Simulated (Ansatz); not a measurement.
## Molecular dynamics of BH$_{2}$BrF$_{2}$ (part 4 of 5)

The same run, continued: BH$_{2}$BrF$_{2}$; RKS PBE/def2-SVP (Ansatz 0.2.0). It belongs to a series of runs on one base structure; here: dynamics from the highest image of the converged band.

Geometry of the input (Å):
```
B  0.0110  0.2282  0.0151
F  0.0244  -0.1322  1.5540
F  1.1611  -0.1596  -0.5256
H  -1.0608  -0.0155  -0.4855
Br 0.0667  2.3544  0.5978
H  0.0655  1.0073  1.7016
```

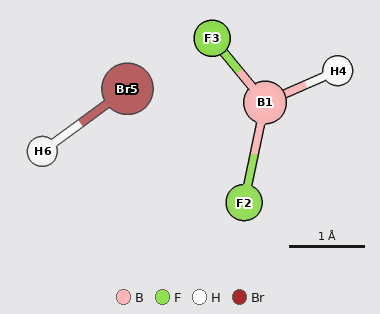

**Figure 1.** The geometry at step 118 of the log (ball-and-stick view, seen at a tilt; atoms are numbered from 1 in the order of the input).

## Trajectory as extended XYZ, continued
```
6
Properties=species:S:1:pos:R:3:forces:R:3 step=85 time_fs=42.5 energy=-76161.44049 temperature=1239.1
B     0.0240    0.0237    0.1530    0.2556  -0.2463  -1.0345
F    -0.0147   -0.1864    1.4740    0.4107  -0.9307   0.5552
F     1.1764   -0.1649   -0.5486   -0.5563  -0.0708   0.7429
H    -1.0197    0.0659   -0.4399   -0.2225  -0.1946  -0.2681
Br    0.0640    2.3835    0.6004    0.3011   1.1434   0.5160
H     0.5452    1.9349    1.9080   -0.1886   0.2990  -0.5115
6
Properties=species:S:1:pos:R:3:forces:R:3 step=87 time_fs=43.5 energy=-76161.46110 temperature=1278.9
B     0.0290    0.0043    0.1587   -0.0286  -0.0396  -1.3692
F    -0.0175   -0.1948    1.4717    0.4495  -0.9778   0.8146
F     1.1748   -0.1642   -0.5497   -0.3947  -0.1566   0.7321
H    -1.0152    0.0658   -0.4442   -0.1238  -0.2324  -0.1778
Br    0.0641    2.3871    0.6006    0.1715   1.2614   0.1930
H     0.5602    2.0046    1.9047   -0.0739   0.1451  -0.1928
6
Properties=species:S:1:pos:R:3:forces:R:3 step=89 time_fs=44.5 energy=-76161.46956 temperature=1295.4
B     0.0339   -0.0152    0.1633   -0.3433   0.1580  -1.6600
F    -0.0200   -0.2037    1.4697    0.4814  -1.0169   1.0345
F     1.1729   -0.1636   -0.5503   -0.2148  -0.2389   0.7031
H    -1.0118    0.0635   -0.4503   -0.0040  -0.2706  -0.0708
Br    0.0642    2.3908    0.6007    0.0226   1.3495  -0.1572
H     0.5745    2.0757    1.8996    0.0582   0.0189   0.1503
6
Properties=species:S:1:pos:R:3:forces:R:3 step=91 time_fs=45.5 energy=-76161.47006 temperature=1296.7
B     0.0385   -0.0345    0.1664   -0.6464   0.3347  -1.8557
F    -0.0222   -0.2132    1.4682    0.5070  -1.0443   1.1879
F     1.1710   -0.1631   -0.5507   -0.0216  -0.3148   0.6558
H    -1.0085    0.0586   -0.4570    0.0985  -0.3043   0.0285
Br    0.0644    2.3947    0.6008   -0.1061   1.3831  -0.4339
H     0.5894    2.1471    1.8959    0.1685  -0.0544   0.4174
6
Properties=species:S:1:pos:R:3:forces:R:3 step=92 time_fs=46.0 energy=-76161.47008 temperature=1296.9
B     0.0406   -0.0441    0.1673   -0.7829   0.4118  -1.9052
F    -0.0232   -0.2181    1.4677    0.5179  -1.0527   1.2328
F     1.1700   -0.1630   -0.5507    0.0783  -0.3495   0.6258
H    -1.0066    0.0551   -0.4603    0.1339  -0.3177   0.0687
Br    0.0644    2.3967    0.6009   -0.1489   1.3774  -0.5130
H     0.5973    2.1826    1.8954    0.2016  -0.0693   0.4908
6
Properties=species:S:1:pos:R:3:forces:R:3 step=94 time_fs=47.0 energy=-76161.47428 temperature=1305.0
B     0.0443   -0.0629    0.1679   -1.0111   0.5383  -1.8925
F    -0.0251   -0.2283    1.4672    0.5371  -1.0574   1.2506
F     1.1680   -0.1627   -0.5505    0.2802  -0.4110   0.5547
H    -1.0016    0.0457   -0.4664    0.1613  -0.3350   0.1218
Br    0.0646    2.4009    0.6009   -0.1714   1.3322  -0.5150
H     0.6148    2.2531    1.8980    0.2039  -0.0671   0.4805
6
Properties=species:S:1:pos:R:3:forces:R:3 step=96 time_fs=48.0 energy=-76161.48461 temperature=1324.8
B     0.0471   -0.0812    0.1668   -1.1675   0.6241  -1.7278
F    -0.0267   -0.2391    1.4673    0.5537  -1.0452   1.1703
F     1.1662   -0.1627   -0.5501    0.4778  -0.4605   0.4729
H    -0.9952    0.0332   -0.4713    0.1248  -0.3375   0.1330
Br    0.0647    2.4052    0.6009   -0.1075   1.2695  -0.3191
H     0.6341    2.3230    1.9051    0.1188  -0.0504   0.2708
6
Properties=species:S:1:pos:R:3:forces:R:3 step=97 time_fs=48.5 energy=-76161.49058 temperature=1336.2
B     0.0481   -0.0902    0.1657   -1.2164   0.6514  -1.5926
F    -0.0274   -0.2446    1.4676    0.5611  -1.0331   1.0956
F     1.1654   -0.1628   -0.5498    0.5718  -0.4803   0.4299
H    -0.9915    0.0257   -0.4732    0.0831  -0.3330   0.1226
Br    0.0647    2.4074    0.6009   -0.0503   1.2420  -0.1685
H     0.6442    2.3578    1.9097    0.0507  -0.0471   0.1130
6
Properties=species:S:1:pos:R:3:forces:R:3 step=99 time_fs=49.5 energy=-76161.49996 temperature=1354.3
B     0.0493   -0.1077    0.1624   -1.2561   0.6763  -1.2359
F    -0.0285   -0.2562    1.4685    0.5736  -0.9977   0.8871
F     1.1640   -0.1631   -0.5490    0.7428  -0.5092   0.3445
H    -0.9837    0.0083   -0.4764   -0.0392  -0.3138   0.0739
Br    0.0648    2.4119    0.6009    0.0888   1.2070   0.1735
H     0.6647    2.4269    1.9194   -0.1100  -0.0627  -0.2431
6
Properties=species:S:1:pos:R:3:forces:R:3 step=101 time_fs=50.5 energy=-76161.50348 temperature=1361.1
B     0.0493   -0.1246    0.1579   -1.2261   0.6662  -0.8014
F    -0.0294   -0.2683    1.4700    0.5818  -0.9497   0.6188
F     1.1630   -0.1637   -0.5480    0.8801  -0.5238   0.2664
H    -0.9762   -0.0120   -0.4788   -0.1938  -0.2844  -0.0005
Br    0.0649    2.4166    0.6008    0.2258   1.2011   0.4905
H     0.6841    2.4955    1.9268   -0.2678  -0.1092  -0.5739
6
Properties=species:S:1:pos:R:3:forces:R:3 step=103 time_fs=51.5 energy=-76161.50350 temperature=1361.3
B     0.0483   -0.1409    0.1528   -1.1463   0.6289  -0.3428
F    -0.0300   -0.2808    1.4717    0.5836  -0.8922   0.3157
F     1.1624   -0.1646   -0.5469    0.9709  -0.5248   0.2033
H    -0.9706   -0.0351   -0.4813   -0.3468  -0.2505  -0.0803
Br    0.0650    2.4215    0.6009    0.3287   1.2142   0.7173
H     0.7010    2.5629    1.9288   -0.3901  -0.1756  -0.8132
6
Properties=species:S:1:pos:R:3:forces:R:3 step=104 time_fs=52.0 energy=-76161.50414 temperature=1362.7
B     0.0474   -0.1488    0.1501   -1.0964   0.6029  -0.1221
F    -0.0302   -0.2872    1.4726    0.5815  -0.8608   0.1587
F     1.1623   -0.1651   -0.5464    0.9953  -0.5206   0.1795
H    -0.9690   -0.0475   -0.4827   -0.4101  -0.2337  -0.1144
Br    0.0651    2.4239    0.6009    0.3612   1.2227   0.7860
H     0.7081    2.5961    1.9269   -0.4315  -0.2105  -0.8877
6
Properties=species:S:1:pos:R:3:forces:R:3 step=106 time_fs=53.0 energy=-76161.51064 temperature=1375.4
B     0.0449   -0.1643    0.1447   -0.9954   0.5412   0.2705
F    -0.0303   -0.3004    1.4745    0.5704  -0.7942  -0.1528
F     1.1625   -0.1664   -0.5451    0.9973  -0.5043   0.1500
H    -0.9687   -0.0741   -0.4865   -0.4857  -0.2029  -0.1562
Br    0.0653    2.4290    0.6011    0.3812   1.2323   0.8260
H     0.7192    2.6608    1.9168   -0.4678  -0.2721  -0.9375
6
Properties=species:S:1:pos:R:3:forces:R:3 step=108 time_fs=54.0 energy=-76161.52649 temperature=1405.9
B     0.0415   -0.1793    0.1395   -0.9101   0.4709   0.5685
F    -0.0301   -0.3141    1.4763    0.5497  -0.7243  -0.4468
F     1.1632   -0.1679   -0.5438    0.9335  -0.4801   0.1467
H    -0.9731   -0.1026   -0.4918   -0.4726  -0.1766  -0.1494
Br    0.0656    2.4342    0.6013    0.3372   1.2180   0.7350
H     0.7258    2.7229    1.8978   -0.4377  -0.3078  -0.8541
6
Properties=species:S:1:pos:R:3:forces:R:3 step=109 time_fs=54.5 energy=-76161.53734 temperature=1426.8
B     0.0395   -0.1866    0.1371   -0.8755   0.4333   0.6764
F    -0.0300   -0.3210    1.4772    0.5358  -0.6887  -0.5831
F     1.1637   -0.1688   -0.5431    0.8771  -0.4661   0.1551
H    -0.9770   -0.1174   -0.4950   -0.4308  -0.1646  -0.1263
Br    0.0657    2.4368    0.6015    0.2907   1.1970   0.6424
H     0.7275    2.7529    1.8852   -0.3973  -0.3109  -0.7645
6
Properties=species:S:1:pos:R:3:forces:R:3 step=111 time_fs=55.5 energy=-76161.56059 temperature=1471.5
B     0.0349   -0.2010    0.1327   -0.8145   0.3535   0.8118
F    -0.0294   -0.3351    1.4786    0.5013  -0.6173  -0.8288
F     1.1650   -0.1706   -0.5417    0.7183  -0.4362   0.1907
H    -0.9877   -0.1484   -0.5022   -0.2880  -0.1400  -0.0474
Br    0.0660    2.4423    0.6019    0.1514   1.1195   0.3744
H     0.7282    2.8106    1.8547   -0.2686  -0.2794  -0.5006
6
Properties=species:S:1:pos:R:3:forces:R:3 step=113 time_fs=56.5 energy=-76161.57869 temperature=1506.4
B     0.0295   -0.2151    0.1290   -0.7431   0.2672   0.8562
F    -0.0286   -0.3496    1.4796    0.4591  -0.5469  -1.0338
F     1.1668   -0.1727   -0.5401    0.5063  -0.4064   0.2482
H    -1.0012   -0.1807   -0.5098   -0.0969  -0.1109   0.0576
Br    0.0663    2.4478    0.6023   -0.0367   0.9908   0.0271
H     0.7264    2.8657    1.8195   -0.0888  -0.1939  -0.1553
6
Properties=species:S:1:pos:R:3:forces:R:3 step=115 time_fs=57.5 energy=-76161.58613 temperature=1520.9
B     0.0235   -0.2289    0.1261   -0.6327   0.1755   0.8371
F    -0.0275   -0.3643    1.4801    0.4107  -0.4787  -1.1948
F     1.1687   -0.1751   -0.5385    0.2542  -0.3790   0.3219
H    -1.0156   -0.2140   -0.5169    0.0997  -0.0745   0.1637
Br    0.0666    2.4535    0.6027   -0.2417   0.8227  -0.3349
H     0.7237    2.9190    1.7828    0.1099  -0.0659   0.2069
6
Properties=species:S:1:pos:R:3:forces:R:3 step=116 time_fs=58.0 energy=-76161.58618 temperature=1521.1
B     0.0203   -0.2358    0.1250   -0.5558   0.1285   0.8126
F    -0.0269   -0.3718    1.4801    0.3849  -0.4458  -1.2581
F     1.1698   -0.1763   -0.5376    0.1179  -0.3668   0.3628
H    -1.0226   -0.2310   -0.5199    0.1875  -0.0536   0.2099
Br    0.0667    2.4564    0.6030   -0.3352   0.7341  -0.4933
H     0.7227    2.9453    1.7650    0.2008   0.0036   0.3660
6
Properties=species:S:1:pos:R:3:forces:R:3 step=118 time_fs=59.0 energy=-76161.58355 temperature=1516.3
B     0.0135   -0.2494    0.1232   -0.3512   0.0351   0.7488
F    -0.0256   -0.3869    1.4797    0.3309  -0.3831  -1.3499
F     1.1719   -0.1789   -0.5357   -0.1648  -0.3455   0.4480
H    -1.0349   -0.2652   -0.5244    0.3233  -0.0079   0.2775
Br    0.0670    2.4622    0.6033   -0.4683   0.5804  -0.7050
H     0.7222    2.9981    1.7323    0.3301   0.1211   0.5806
6
Properties=species:S:1:pos:R:3:forces:R:3 step=120 time_fs=60.0 energy=-76161.58407 temperature=1517.4
B     0.0064   -0.2630    0.1220   -0.0788  -0.0531   0.6799
F    -0.0240   -0.4022    1.4786    0.2759  -0.3250  -1.3947
F     1.1739   -0.1816   -0.5335   -0.4474  -0.3286   0.5318
H    -1.0443   -0.2995   -0.5262    0.3909   0.0394   0.3031
Br    0.0672    2.4681    0.6036   -0.4937   0.5028  -0.7254
H     0.7248    3.0520    1.7050    0.3532   0.1645   0.6052
6
Properties=species:S:1:pos:R:3:forces:R:3 step=121 time_fs=60.5 energy=-76161.58662 temperature=1522.3
B     0.0028   -0.2699    0.1217    0.0801  -0.0935   0.6473
F    -0.0232   -0.4099    1.4777    0.2486  -0.2979  -1.3994
F     1.1749   -0.1831   -0.5323   -0.5840  -0.3217   0.5711
H    -1.0476   -0.3166   -0.5260    0.3964   0.0623   0.2986
Br    0.0673    2.4710    0.6037   -0.4616   0.5035  -0.6616
H     0.7273    3.0796    1.6936    0.3206   0.1474   0.5440
6
Properties=species:S:1:pos:R:3:forces:R:3 step=123 time_fs=61.5 energy=-76161.59392 temperature=1536.1
B    -0.0042   -0.2836    0.1214    0.4325  -0.1645   0.5887
F    -0.0215   -0.4254    1.4756    0.1959  -0.2480  -1.3734
F     1.1765   -0.1861   -0.5298   -0.8392  -0.3104   0.6410
H    -1.0513   -0.3502   -0.5235    0.3518   0.1034   0.2552
Br    0.0674    2.4770    0.6038   -0.3244   0.5827  -0.4227
H     0.7346    3.1356    1.6744    0.1833   0.0366   0.3113
6
Properties=species:S:1:pos:R:3:forces:R:3 step=125 time_fs=62.5 energy=-76161.59824 temperature=1544.3
B    -0.0110   -0.2974    0.1217    0.8101  -0.2193   0.5368
F    -0.0197   -0.4411    1.4727    0.1474  -0.2041  -1.3002
F     1.1777   -0.1893   -0.5269   -1.0613  -0.3015   0.6956
H    -1.0518   -0.3828   -0.5186    0.2435   0.1356   0.1722
Br    0.0675    2.4831    0.6039   -0.1334   0.7344  -0.1142
H     0.7437    3.1920    1.6581   -0.0063  -0.1451   0.0099
6
Properties=species:S:1:pos:R:3:forces:R:3 step=126 time_fs=63.0 energy=-76161.59774 temperature=1543.4
B    -0.0141   -0.3044    0.1221    0.9981  -0.2403   0.5104
F    -0.0187   -0.4489    1.4710    0.1252  -0.1846  -1.2461
F     1.1781   -0.1909   -0.5253   -1.1570  -0.2977   0.7161
H    -1.0510   -0.3986   -0.5155    0.1722   0.1477   0.1199
Br    0.0675    2.4861    0.6040   -0.0353   0.8211   0.0371
H     0.7483    3.2197    1.6502   -0.1032  -0.2462  -0.1375
6
Properties=species:S:1:pos:R:3:forces:R:3 step=128 time_fs=64.0 energy=-76161.59204 temperature=1532.5
B    -0.0195   -0.3185    0.1230    1.3472  -0.2698   0.4467
F    -0.0168   -0.4647    1.4671    0.0861  -0.1509  -1.1029
F     1.1785   -0.1943   -0.5218   -1.3135  -0.2907   0.7420
H    -1.0485   -0.4292   -0.5086    0.0155   0.1642   0.0061
Br    0.0675    2.4923    0.6041    0.1377   0.9839   0.2922
H     0.7565    3.2733    1.6330   -0.2730  -0.4368  -0.3840
6
Properties=species:S:1:pos:R:3:forces:R:3 step=130 time_fs=65.0 energy=-76161.58518 temperature=1519.5
B    -0.0238   -0.3329    0.1244    1.6220  -0.2859   0.3509
F    -0.0148   -0.4806    1.4627    0.0546  -0.1250  -0.9147
F     1.1782   -0.1979   -0.5180   -1.4186  -0.2836   0.7462
H    -1.0459   -0.4582   -0.5015   -0.1270   0.1735  -0.0999
Br    0.0676    2.4986    0.6042    0.2565   1.1000   0.4542
H     0.7622    3.3226    1.6123   -0.3875  -0.5790  -0.5367
6
Properties=species:S:1:pos:R:3:forces:R:3 step=132 time_fs=66.0 energy=-76161.58464 temperature=1518.6
B    -0.0267   -0.3476    0.1261    1.7793  -0.2940   0.2033
F    -0.0128   -0.4966    1.4579    0.0309  -0.1077  -0.6844
F     1.1772   -0.2016   -0.5139   -1.4683  -0.2755   0.7274
H    -1.0444   -0.4856   -0.4955   -0.2161   0.1809  -0.1737
Br    0.0677    2.5051    0.6044    0.3071   1.1431   0.5106
H     0.7642    3.3665    1.5864   -0.4329  -0.6468  -0.5832
6
Properties=species:S:1:pos:R:3:forces:R:3 step=133 time_fs=66.5 energy=-76161.58831 temperature=1525.7
B    -0.0275   -0.3550    0.1270    1.8041  -0.2970   0.1066
F    -0.0118   -0.5045    1.4553    0.0220  -0.1024  -0.5551
F     1.1764   -0.2035   -0.5116   -1.4714  -0.2709   0.7090
H    -1.0444   -0.4986   -0.4930   -0.2317   0.1856  -0.1930
Br    0.0678    2.5083    0.6045    0.3051   1.1321   0.4996
H     0.7637    3.3862    1.5714   -0.4280  -0.6475  -0.5671
6
Properties=species:S:1:pos:R:3:forces:R:3 step=135 time_fs=67.5 energy=-76161.60329 temperature=1554.5
B    -0.0280   -0.3700    0.1289    1.7406  -0.3032  -0.1296
F    -0.0098   -0.5206    1.4499    0.0093  -0.0987  -0.2735
F     1.1743   -0.2074   -0.5069   -1.4331  -0.2594   0.6533
H    -1.0460   -0.5233   -0.4895   -0.1998   0.1993  -0.1931
Br    0.0680    2.5150    0.6048    0.2464   1.0382   0.4046
H     0.7596    3.4209    1.5375   -0.3634  -0.5762  -0.4617
6
Properties=species:S:1:pos:R:3:forces:R:3 step=137 time_fs=68.5 energy=-76161.62354 temperature=1593.4
B    -0.0269   -0.3853    0.1307    1.5390  -0.3107  -0.4043
F    -0.0078   -0.5366    1.4445    0.0020  -0.1037   0.0287
F     1.1715   -0.2114   -0.5018   -1.3344  -0.2441   0.5718
H    -1.0495   -0.5462   -0.4878   -0.0957   0.2179  -0.1493
Br    0.0681    2.5218    0.6051    0.1198   0.8468   0.2262
H     0.7521    3.4501    1.4991   -0.2306  -0.4062  -0.2731
6
Properties=species:S:1:pos:R:3:forces:R:3 step=138 time_fs=69.0 energy=-76161.63299 temperature=1611.6
B    -0.0259   -0.3931    0.1315    1.3966  -0.3145  -0.5450
F    -0.0067   -0.5447    1.4417   -0.0002  -0.1091   0.1826
F     1.1698   -0.2135   -0.4992   -1.2625  -0.2345   0.5209
H    -1.0517   -0.5568   -0.4875   -0.0262   0.2278  -0.1167
Br    0.0682    2.5252    0.6053    0.0354   0.7176   0.1142
H     0.7474    3.4631    1.4788   -0.1431  -0.2874  -0.1560
6
Properties=species:S:1:pos:R:3:forces:R:3 step=140 time_fs=70.0 energy=-76161.64607 temperature=1636.8
B    -0.0228   -0.4088    0.1326    1.0554  -0.3202  -0.8064
F    -0.0047   -0.5608    1.4363   -0.0030  -0.1248   0.4847
F     1.1659   -0.2177   -0.4937   -1.0740  -0.2101   0.3988
H    -1.0561   -0.5764   -0.4877    0.1230   0.2452  -0.0450
Br    0.0684    2.5321    0.6056   -0.1572   0.4131  -0.1286
H     0.7373    3.4875    1.4375    0.0559  -0.0032   0.0966
6
Properties=species:S:1:pos:R:3:forces:R:3 step=142 time_fs=71.0 energy=-76161.65028 temperature=1645.1
B    -0.0189   -0.4249    0.1330    0.6744  -0.3212  -1.0054
F    -0.0027   -0.5771    1.4312   -0.0051  -0.1450   0.7627
F     1.1616   -0.2220   -0.4880   -0.8281  -0.1776   0.2495
H    -1.0592   -0.5937   -0.4884    0.2539   0.2537   0.0162
Br    0.0686    2.5390    0.6060   -0.3426   0.1009  -0.3457
H     0.7276    3.5118    1.3970    0.2475   0.2892   0.3227
6
Properties=species:S:1:pos:R:3:forces:R:3 step=144 time_fs=72.0 energy=-76161.65091 temperature=1646.6
B    -0.0143   -0.4412    0.1326    0.2899  -0.3159  -1.1073
F    -0.0007   -0.5934    1.4264   -0.0081  -0.1676   0.9977
F     1.1568   -0.2264   -0.4822   -0.5293  -0.1354   0.0748
H    -1.0600   -0.6085   -0.4889    0.3366   0.2485   0.0497
Br    0.0688    2.5460    0.6063   -0.4634  -0.1308  -0.4715
H     0.7204    3.5389    1.3596    0.3743   0.5013   0.4567
6
Properties=species:S:1:pos:R:3:forces:R:3 step=145 time_fs=72.5 energy=-76161.65236 temperature=1649.5
B    -0.0119   -0.4494    0.1320    0.1051  -0.3110  -1.1146
F     0.0003   -0.6015    1.4242   -0.0103  -0.1792   1.0939
F     1.1543   -0.2286   -0.4793   -0.3624  -0.1104  -0.0210
H    -1.0592   -0.6151   -0.4890    0.3538   0.2399   0.0527
Br    0.0688    2.5495    0.6064   -0.4841  -0.1896  -0.4853
H     0.7180    3.5541    1.3424    0.3979   0.5503   0.4741
6
Properties=species:S:1:pos:R:3:forces:R:3 step=147 time_fs=73.5 energy=-76161.65967 temperature=1663.5
B    -0.0070   -0.4661    0.1300   -0.2365  -0.2973  -1.0364
F     0.0024   -0.6179    1.4202   -0.0167  -0.2018   1.2371
F     1.1491   -0.2331   -0.4735   -0.0006  -0.0526  -0.2255
H    -1.0551   -0.6264   -0.4888    0.3344   0.2104   0.0293
Br    0.0689    2.5564    0.6066   -0.4348  -0.1657  -0.4114
H     0.7161    3.5885    1.3115    0.3542   0.5070   0.4069
6
Properties=species:S:1:pos:R:3:forces:R:3 step=149 time_fs=74.5 energy=-76161.66911 temperature=1681.5
B    -0.0024   -0.4831    0.1272   -0.5285  -0.2793  -0.8408
F     0.0044   -0.6345    1.4169   -0.0265  -0.2229   1.3105
F     1.1440   -0.2377   -0.4678    0.3852   0.0144  -0.4397
H    -1.0479   -0.6358   -0.4883    0.2450   0.1658  -0.0311
Br    0.0689    2.5634    0.6068   -0.2846   0.0289  -0.2366
H     0.7176    3.6276    1.2845    0.2094   0.2932   0.2378
6
Properties=species:S:1:pos:R:3:forces:R:3 step=150 time_fs=75.0 energy=-76161.67199 temperature=1686.9
B    -0.0003   -0.4917    0.1254   -0.6528  -0.2690  -0.7056
F     0.0054   -0.6428    1.4155   -0.0330  -0.2329   1.3213
F     1.1415   -0.2399   -0.4650    0.5807   0.0504  -0.5469
H    -1.0433   -0.6399   -0.4882    0.1777   0.1390  -0.0724
Br    0.0689    2.5668    0.6068   -0.1873   0.1685  -0.1317
H     0.7191    3.6484    1.2719    0.1146   0.1441   0.1353
```
